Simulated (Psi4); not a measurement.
**AlNH2Cl (SMILES [NH2][Al][Cl]) at UCCSD/aug-cc-pVDZ**

What is the vertical doublet–quartet gap of AlNH2Cl at UCCSD/aug-cc-pVDZ? 

Program for the calculation: Psi4 1.11.

2 further runs of the same task are left out: 2 set aside as unsound or not needed.

**1. The molecule**

AlNH2Cl: 5 atoms, total charge 0, spin state doublet. SMILES: `[NH2][Al][Cl]`. The shape is that of a PBE0-D4/def2-TZVP optimisation. This is one conformer, not always the lowest.

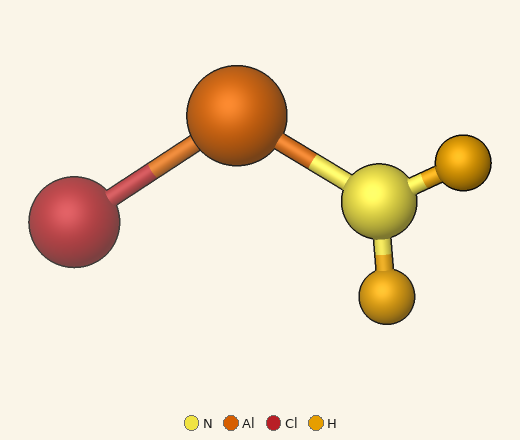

The structure, seen from a chosen angle (nitrogen yellow, aluminium orange, chlorine red, hydrogen amber).

**2. The energy at UCCSD/aug-cc-pVDZ**

job.json reads:

```json
{
 "schema_name": "qcschema_input",
 "schema_version": 1,
 "molecule": {
  "schema_name": "qcschema_molecule",
  "schema_version": 2,
  "symbols": ["N", "Al", "Cl", "H", "H"],
  "geometry": [-1.03821553, 0.87248655, -0.43841646, 0.76080374, -0.55104414, 1.98251168, 3.60370772, -3.11748119, 0.83299128, -2.44454971, 2.12272936, -0.15779213, -0.7872599, 0.53422558, -2.29771799],
  "molecular_charge": 0,
  "molecular_multiplicity": 2,
  "fix_symmetry": "c1",
  "fix_com": true,
  "fix_orientation": true
 },
 "driver": "energy",
 "model": {
  "method": "ccsd",
  "basis": "aug-cc-pVDZ"
 },
 "keywords": {
  "reference": "uhf",
  "puream": true,
  "e_convergence": 1e-09,
  "d_convergence": 1e-08,
  "scf_type": "pk",
  "num_frozen_docc": 11,
  "maxiter": 200
 }
}
```

On the command line:

```
psi4 --qcschema job.json -n 1 --memory 1600MB
```

stdout:

```text
[...]
  Running in c1 symmetry.
[...]
  Nuclear repulsion =  119.524169408045751
[...]
  Multiplicity = 2
[...]
  Nalpha       = 20
  Nbeta        = 19
[...]
    Number of basis functions: 95
[...]
   @UHF iter   1:  -756.97183863214298   -6.66074e-01   5.91949e-03 DIIS/ADIIS
[...]
   @UHF iter  14:  -757.13099548438277   -6.02540e-12   6.78071e-09 DIIS
[...]
   @S^2 Observed:                7.528271086E-01
[...]
    Orbital Energies [Eh]
    ---------------------
    Alpha Occupied:
       1A   -104.809793     2A    -58.524765     3A    -15.548676
       4A    -10.538236     5A     -8.006310     6A     -8.002893
       7A     -8.002743     8A     -4.937173     9A     -3.251739
      10A     -3.248195    11A     -3.247650    12A     -1.126533
      13A     -1.072394    14A     -0.655264    15A     -0.618292
      16A     -0.527197    17A     -0.463491    18A     -0.462131
      19A     -0.409293    20A     -0.326836
    Alpha Virtual:
      21A      0.028244    22A      0.031120    23A      0.035426
      24A      0.046297    25A      0.072314    26A      0.072553
[...]
  @UHF Final Energy:  -757.13099548438277
   => Energetics <=
    Nuclear Repulsion Energy =            119.5241694080457506
    One-Electron Energy =               -1286.1881866373780667
    Two-Electron Energy =                 409.5330217449495080
    Total Energy =                       -757.1309954843827654
  UHF NO Occupations:
  HONO-2 :   18  A 1.9994287
  HONO-1 :   19  A 1.9993543
[...]
 Multipole Moments:
 ------------------------------------------------------------------------------------
     Multipole            Electronic (a.u.)      Nuclear  (a.u.)        Total (a.u.)
 ------------------------------------------------------------------------------------
 L = 1.  Multiply by 2.5417464519 to convert [e a0] to [Debye]
 Dipole X            :        -61.3631711           60.6541615           -0.7090095
 Dipole Y            :         52.0202359          -51.3963933            0.6238426
 Dipole Z            :        -34.3744294           34.4090783            0.0346489
 Magnitude           :                                                    0.9450263
[...]
      * MP2 total energy                      = -757.505564468164266
[...]
      * CCSD total energy                     = -757.530507970297663
[...]
```

The result, in JSON:

```text
{
 "driver": "energy",
 "model": {
  "method": "ccsd",
  "basis": "aug-cc-pVDZ"
 },
 "success": true,
 "return_result": -757.5305079702977,
 "properties": {
  "calcinfo_nbasis": 95,
  "calcinfo_nmo": 95,
  "calcinfo_nalpha": 20,
  "calcinfo_nbeta": 19,
  "calcinfo_natom": 5,
  "nuclear_repulsion_energy": 119.52416940804575,
  "return_energy": -757.5305079702977,
  "scf_one_electron_energy": -1286.188186637378,
  "scf_two_electron_energy": 409.5330217449495,
  "scf_dipole_moment": [-0.7090095482137855, 0.6238426443119778, 0.03464888632254315],
  "scf_total_energy": -757.1309954843828,
  "scf_iterations": 14,
  "mp2_same_spin_correlation_energy": -0.09791206325486823,
  "mp2_opposite_spin_correlation_energy": -0.27665692052729746,
  "mp2_singles_energy": -1.069443035233879e-26,
  "mp2_doubles_energy": -0.3745689837821657,
  "mp2_correlation_energy": -0.3745689837821657,
  "mp2_total_energy": -757.5055644681643,
  "ccsd_same_spin_correlation_energy": -0.09067601164042868,
  "ccsd_opposite_spin_correlation_energy": -0.30883647427519234,
  "ccsd_singles_energy": 1.8253611045137025e-16,
  "ccsd_doubles_energy": -0.39951248591562105,
  "ccsd_correlation_energy": -0.39951248591562083,
  "ccsd_total_energy": -757.5305079702977,
  "ccsd_iterations": 16
 }
}
```

It took 47 s on 1 thread of Intel Xeon Platinum 8488C (Sapphire Rapids), shared host; peak memory 0.77 GiB.

**3. The quartet**

calc.dat reads:

```
memory 1600 mb

molecule m {
  0 4
  N     -0.549400     0.461700    -0.232000
  Al     0.402600    -0.291600     1.049100
  Cl     1.907000    -1.649700     0.440800
  H     -1.293600     1.123300    -0.083500
  H     -0.416600     0.282700    -1.215900
  units angstrom
  symmetry c1
  no_reorient
  no_com
}

set globals {
  basis aug-cc-pVDZ
  reference uhf
  puream true
  e_convergence 1e-09
  d_convergence 1e-08
  scf_type pk
  num_frozen_docc 11
  maxiter 200
}

result, w = energy('ccsd', return_wfn=True)
```

On the command line:

```
psi4 -n 1 calc.dat calc.out
```

calc.out:

```text
[...]
  Running in c1 symmetry.
[...]
  Nuclear repulsion =  119.524169334353630
[...]
  Multiplicity = 4
[...]
  Nalpha       = 21
  Nbeta        = 18
[...]
    Number of basis functions: 95
[...]
   @UHF iter   1:  -756.73449252256898   -4.28728e-01   5.78678e-03 DIIS/ADIIS
[...]
   @UHF iter  27:  -756.90080000237265   -5.70708e-11   7.30805e-09 DIIS
[...]
   @S^2 Observed:                3.776240142E+00
[...]
    Orbital Energies [Eh]
    ---------------------
    Alpha Occupied:
       1A   -104.961082     2A    -58.478134     3A    -15.561993
       4A    -10.688056     5A     -8.171374     6A     -8.150300
       7A     -8.147848     8A     -4.896511     9A     -3.210571
      10A     -3.209592    11A     -3.207863    12A     -1.232058
      13A     -1.148251    14A     -0.672827    15A     -0.661080
      16A     -0.652811    17A     -0.596539    18A     -0.577843
      19A     -0.462097    20A     -0.325343    21A     -0.181717
    Alpha Virtual:
      22A      0.028893    23A      0.032475    24A      0.047963
      25A      0.048266    26A      0.070475    27A      0.077595
[...]
  @UHF Final Energy:  -756.90080000237265
   => Energetics <=
    Nuclear Repulsion Energy =            119.5241693343536298
    One-Electron Energy =               -1284.1817615732261402
    Two-Electron Energy =                 407.7567922364998481
    Total Energy =                       -756.9008000023725344
  UHF NO Occupations:
  HONO-2 :   19  A 1.0000000
  HONO-1 :   20  A 1.0000000
[...]
 Multipole Moments:
 ------------------------------------------------------------------------------------
     Multipole            Electronic (a.u.)      Nuclear  (a.u.)        Total (a.u.)
 ------------------------------------------------------------------------------------
 L = 1.  Multiply by 2.5417464519 to convert [e a0] to [Debye]
 Dipole X            :        -60.2295100           60.6541615            0.4246515
 Dipole Y            :         50.9538474          -51.3963932           -0.4425458
 Dipole Z            :        -35.5071799           34.4090782           -1.0981017
 Magnitude           :                                                    1.2577771
[...]
      * MP2 total energy                      = -757.257110624699180
[...]
      * CCSD total energy                     = -757.274853219624788
[...]
```

Wall time 94 s (1 thread of Intel Xeon Platinum 8488C (Sapphire Rapids), shared host); peak memory 0.79 GiB.

**4. What came out**

At UCCSD/aug-cc-pVDZ, 11 core orbitals frozen:

| quantity | value |
| --- | --- |
| doublet: total energy | -757.53051 Eh |
| doublet: HOMO energy (Hartree–Fock orbitals) (highest over α and β) | -8.89 eV |
| doublet: LUMO energy (Hartree–Fock orbitals) (lowest over α and β) | 0.22 eV |
| doublet: correlation energy (11 core orbitals frozen) | -399.5 mEh |
| doublet: ⟨S²⟩ of the reference determinant | 0.753 |
| doublet: T1 diagnostic | 0.020 |
| quartet: total energy | -757.27485 Eh |
| quartet: HOMO energy (Hartree–Fock orbitals) (highest over α and β) | -4.94 eV |
| quartet: LUMO energy (Hartree–Fock orbitals) (lowest over α and β) | -3.85 eV |
| quartet: correlation energy (11 core orbitals frozen) | -374.1 mEh |
| quartet: ⟨S²⟩ of the reference determinant | 3.776 |
| quartet: T1 diagnostic | 0.178 |
| vertical energy of the quartet above the doublet | 6.957 eV |

At this shape the quartet lies 6.96 eV (671 kJ/mol) above the doublet. The T1 diagnostic (quartet) of 0.178 is above the customary mark for such species, so a single reference may not serve.
